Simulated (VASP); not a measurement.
Band structure of Ni (fcc). Method: PBE GGA with D3 dispersion (Becke-Johnson damping), VASP's PBE PAW potentials (set 64) (plane waves; VASP).

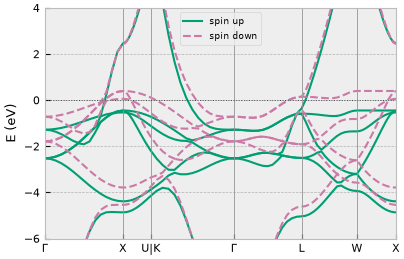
*Bands along high-symmetry lines, zero at the valence-band maximum or, without a gap, the Fermi level*

Question: Read the plot: is there a gap, and where are the band edges?

Answer: It has no gap at this level: it comes out as a metal or semimetal. (Edges off the drawn lines would not show.)

The compound is Ni in the fcc structure. It was relaxed first.
